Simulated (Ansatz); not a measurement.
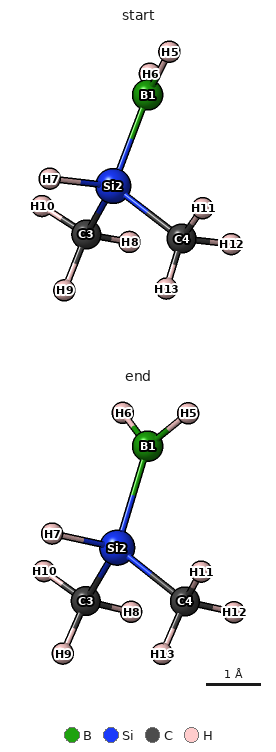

The structure of C2H9BSi (coarse preliminary run) before (top) and after (bottom) a relaxation, at one scale.

The picture is a ball-and-stick view, seen from a free direction.

The start comes from a force field.

Computed with RKS PBE-D4/def2-SVP (Ansatz 0.2.0). (force threshold 0.03 eV/Å; at most 200 steps)

Describe what moved and what it gained.

The energy falls by 0.629 eV in 11 accepted moves (13 points after the start). The largest force component goes from 5.1 to 0.019 eV/Å. The line search rejected the trial steps at points 2, 7 of the run. The forces were under the threshold at step 6, but the run went on from there. H6 moves most after the best rigid fit: 0.68 Å. By element the largest moves are H 0.68 Å, B 0.18 Å, C 0.12 Å, Si 0.12 Å. Near-neighbour distances that change, for instance: B1–Si2 1.872 → 2.013 Å, C4–H13 1.008 → 1.109 Å, Si2–C4 1.827 → 1.899 Å, C4–H12 1.163 → 1.109 Å. Bond angles that change, for instance: B1–Si2–H7 109.9° → 100.3°, B1–Si2–C3 109.0° → 114.6°, Si2–C4–H13 115.3° → 111.1°. Groups turn about B1–Si2 by about 30°. The run took 11 s on 4 threads of Intel Xeon Platinum 8375C @ 2.90GHz, with other jobs on the host.
